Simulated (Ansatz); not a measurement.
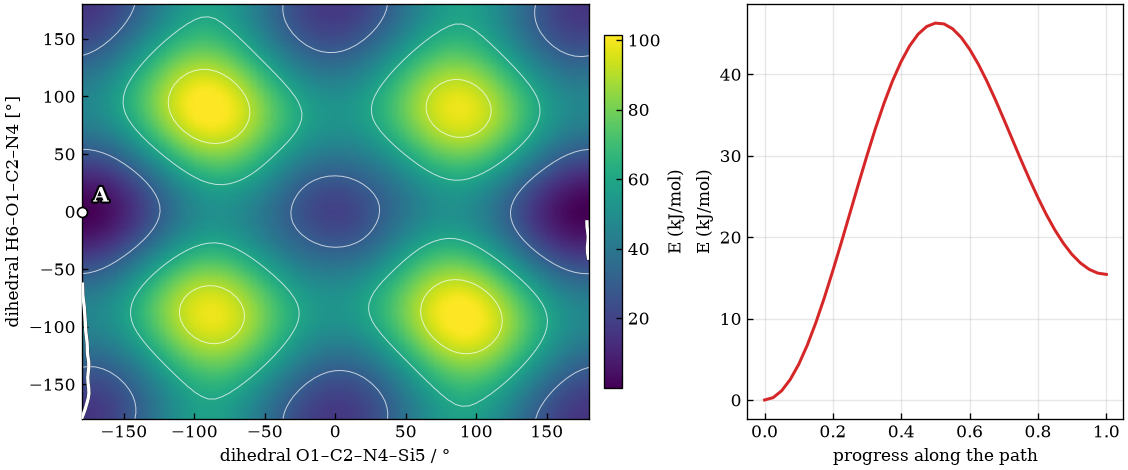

CH4FNOSi, SMILES OC(F)=N[SiH3]. Coordinates scanned: (1) dihedral O1–C2–N4–Si5; (2) dihedral H6–O1–C2–N4. Nothing is relaxed (all other coordinates rigid). Grid: 18 × 18 points. Energies: kJ/mol, counted from the relaxed molecule at the same level. The dihedral twists a double bond; near 90° a spin-restricted reference is unreliable. Theory: RKS B3LYP-D4/def2-SVP in Ansatz 0.2.0.

In the figure: a smooth colour map with a few white contour lines, a line along the lowest path, the energy along the path at the right, the start A. Between grid points the surface is interpolated.

### Describe the path and its barrier.

The easiest path leads from the well at dihedral O1–C2–N4–Si5 = −180°, dihedral H6–O1–C2–N4 = 0° to the well at dihedral O1–C2–N4–Si5 = −180°, dihedral H6–O1–C2–N4 = −180°, about 15 kJ/mol higher. Its highest point lies about 46 kJ/mol above the bottom of the first well on the interpolated surface, at about dihedral O1–C2–N4–Si5 = −180°, dihedral H6–O1–C2–N4 = −90°. Seen from the upper well the barrier is about 31 kJ/mol. The start is the relaxed structure and all else is held, so a fully relaxed path at this level can only be lower.
